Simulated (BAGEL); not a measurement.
**CH4BO (SMILES [BH]OC): ROHF/6-31G(d) (density fitting with qzvpp-jkfit, spherical functions)**

Aim: the energy change on altering one bond length of CH4BO at ROHF/6-31G* (density fitting with qzvpp-jkfit, spherical functions), from 2 runs. 

The calculation is run with BAGEL 1.2.2.

## (1) The structure to begin with

CH4BO: 7 atoms, total charge 0, spin state doublet. SMILES: `[BH]OC`. The coordinates come from a PBE0-D4/def2-TZVP relaxation. This is one conformer, not always the lowest.

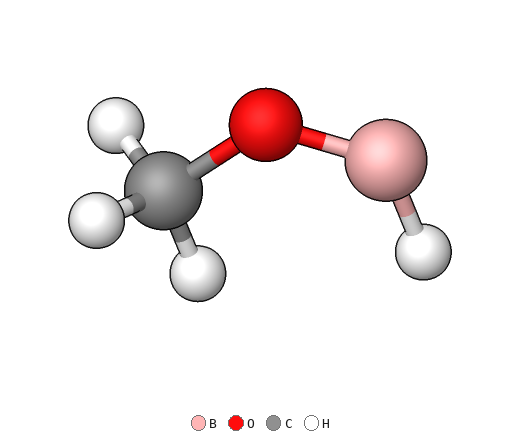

The structure, seen from a chosen angle (boron pink, oxygen red, carbon grey, hydrogen white).

## (2) The energy at ROHF/6-31G(d) (density fitting with qzvpp-jkfit, spherical functions)

Input file input.json:

```json
{ "bagel" : [

{
  "title" : "molecule",
  "basis" : "6-31gs.json",
  "df_basis" : "qzvpp-jkfit",
  "angstrom" : "true",
  "geometry" : [
    { "atom" : "B", "xyz" : [      -1.319600,      -1.025700,      -0.172900 ] },
    { "atom" : "O", "xyz" : [      -0.272400,      -0.707100,       0.564500 ] },
    { "atom" : "C", "xyz" : [       0.642200,       0.338600,       0.243900 ] },
    { "atom" : "H", "xyz" : [      -1.628500,      -0.474200,      -1.201600 ] },
    { "atom" : "H", "xyz" : [       0.357800,       0.834000,      -0.687600 ] },
    { "atom" : "H", "xyz" : [       0.643000,       1.059300,       1.062300 ] },
    { "atom" : "H", "xyz" : [       1.638900,      -0.092800,       0.145600 ] }
  ]
},

{ "title" : "rohf", "nopen" : 1 },

{ "title" : "print", "file" : "orbitals.molden", "orbitals" : "true" }

]}
```

The basis set 6-31G* is read from a file made from the Basis Set Exchange's data (not shown).

The run is started by

```bash
$ BAGEL_NUM_THREADS=1 BAGEL input.json > input.out
```

Log:

```text
* using 1 threads per process

  ===============================================================
  ===============================================================

  *** Geometry ***

  { "atom" : "B", "xyz" : [     -2.493683,     -1.938292,     -0.326734 ] },
  { "atom" : "O", "xyz" : [     -0.514761,     -1.336225,      1.066750 ] },
  { "atom" : "C", "xyz" : [      1.213582,      0.639861,      0.460904 ] },
  { "atom" : "H", "xyz" : [     -3.077419,     -0.896108,     -2.270695 ] },
  { "atom" : "H", "xyz" : [      0.676144,      1.576032,     -1.299376 ] },
  { "atom" : "H", "xyz" : [      1.215094,      2.001787,      2.007456 ] },
  { "atom" : "H", "xyz" : [      3.097072,     -0.175367,      0.275144 ] },

  Number of auxiliary basis functions:      299

  Since a DF basis is specified, we compute 2- and 3-index integrals:
    o Being stored without compression. Storage requirement is 0.006 GB

  Number of basis functions:       50
  Number of electrons      :       23

    * METHOD: MOLECULE                             0.04

  *** Open-shell HF ***

  === Nuclear Repulsion ===
    64.6361821109

      * DIIS with orbital gradients will be used.

  === ROHF iteration (6-31gs.json) ===
      0       -139.55094555          0.05278211           0.01
      1       -139.64559806          0.03661589           0.01
      2       -139.67738569          0.02426129           0.01
      3       -139.70110785          0.00226315           0.01
      4       -139.70191531          0.00067890           0.01
      5       -139.70207483          0.00026075           0.01
      6       -139.70210301          0.00004652           0.01
      7       -139.70211416          0.00001143           0.01
      8       -139.70211598          0.00000248           0.01
      9       -139.70211617          0.00000073           0.01
     10       -139.70211621          0.00000041           0.01
     11       -139.70211621          0.00000009           0.01
     12       -139.70211622          0.00000003           0.01
     13       -139.70211621          0.00000001           0.01
     14       -139.70211621          0.00000000           0.01
    * SCF iteration converged.

    * S^2 (ROHF) is 0.7500

    * Permanent dipole moment:
           (   -0.518861,    -0.616317,     0.210893) a.u.

    * METHOD: ROHF                                 0.20

    * METHOD: PRINT                                0.00

  ===============================================================
```

Wall time 0.44 s (1 thread of AMD EPYC 9R45 (Zen 5), shared host).

## (3) The distorted shape, same level

Input file job.json:

```json
{ "bagel": [

{
  "title": "molecule",
  "basis": "6-31gs.json",
  "df_basis": "qzvpp-jkfit",
  "angstrom": true,
  "geometry": [
    { "atom": "B", "xyz": [   -1.469133,   -0.960978,   -0.158152 ] },
    { "atom": "O", "xyz": [   -0.421933,   -0.642378,    0.579248 ] },
    { "atom": "C", "xyz": [    0.492667,    0.403322,    0.258648 ] },
    { "atom": "H", "xyz": [   -1.778033,   -0.409478,   -1.186852 ] },
    { "atom": "H", "xyz": [    0.208267,    0.898722,   -0.672852 ] },
    { "atom": "H", "xyz": [    0.493467,    1.124022,    1.077048 ] },
    { "atom": "H", "xyz": [    1.638900,   -0.092800,    0.145600 ] }
  ]
},
{
  "title": "rohf",
  "nopen": 1
},
{
  "title": "print",
  "file": "orbitals.molden",
  "orbitals": true
}

]}
```

The basis set 6-31G* is read from a file made from the Basis Set Exchange's data (not shown).

The run is started by

```bash
$ BAGEL_NUM_THREADS=1 BAGEL job.json > job.out
```

Log:

```text
* using 1 threads per process

  ===============================================================
  ===============================================================

  *** Geometry ***

  { "atom" : "B", "xyz" : [     -2.776259,     -1.815985,     -0.298864 ] },
  { "atom" : "O", "xyz" : [     -0.797338,     -1.213918,      1.094620 ] },
  { "atom" : "C", "xyz" : [      0.931006,      0.762168,      0.488774 ] },
  { "atom" : "H", "xyz" : [     -3.359995,     -0.773801,     -2.242825 ] },
  { "atom" : "H", "xyz" : [      0.393568,      1.698338,     -1.271506 ] },
  { "atom" : "H", "xyz" : [      0.932517,      2.124094,      2.035326 ] },
  { "atom" : "H", "xyz" : [      3.097072,     -0.175367,      0.275144 ] },

  Number of auxiliary basis functions:      299

  Since a DF basis is specified, we compute 2- and 3-index integrals:
    o Being stored without compression. Storage requirement is 0.006 GB

  Number of basis functions:       50
  Number of electrons      :       23

    * METHOD: MOLECULE                             0.04

  *** Open-shell HF ***

  === Nuclear Repulsion ===
    64.0578178906

      * DIIS with orbital gradients will be used.

  === ROHF iteration (6-31gs.json) ===
      0       -139.53553024          0.05294892           0.01
      1       -139.62969567          0.03688350           0.01
      2       -139.66182651          0.02451671           0.01
      3       -139.68607708          0.00227088           0.01
      4       -139.68688985          0.00064821           0.01
      5       -139.68704820          0.00025006           0.01
      6       -139.68707678          0.00004782           0.01
      7       -139.68708623          0.00001149           0.01
      8       -139.68708811          0.00000264           0.01
      9       -139.68708833          0.00000088           0.01
     10       -139.68708837          0.00000051           0.01
     11       -139.68708837          0.00000028           0.01
     12       -139.68708838          0.00000018           0.01
     13       -139.68708838          0.00000009           0.01
     14       -139.68708838          0.00000003           0.01
     15       -139.68708838          0.00000001           0.01
     16       -139.68708838          0.00000000           0.01
    * SCF iteration converged.

    * S^2 (ROHF) is 0.7500

    * Permanent dipole moment:
           (   -0.449466,    -0.627445,     0.208960) a.u.

    * METHOD: ROHF                                 0.22

    * METHOD: PRINT                                0.00

  ===============================================================
```

Run time: 0.46 s. Hardware: 1 thread of AMD EPYC 9R45 (Zen 5), shared host.

## (4) What came out

At ROHF/6-31G* (density fitting with qzvpp-jkfit, spherical functions):

```
                                                         quantity          value
                                        first shape: total energy  -139.70212 Eh
                                       first shape: dipole moment         2.12 D
                                                first shape: ⟨S²⟩          0.750
                                    distorted shape: total energy  -139.68709 Eh
                                   distorted shape: dipole moment         2.03 D
                                            distorted shape: ⟨S²⟩          0.750
energy change with the C3–H7 bond stretched from 1.090 to 1.254 Å       0.409 eV
```

With the C3–H7 bond stretched from 1.090 to 1.254 Å the energy rises by 0.41 eV (39.5 kJ/mol). The first shape isn't relaxed at this level, so the change isn't measured from a minimum.
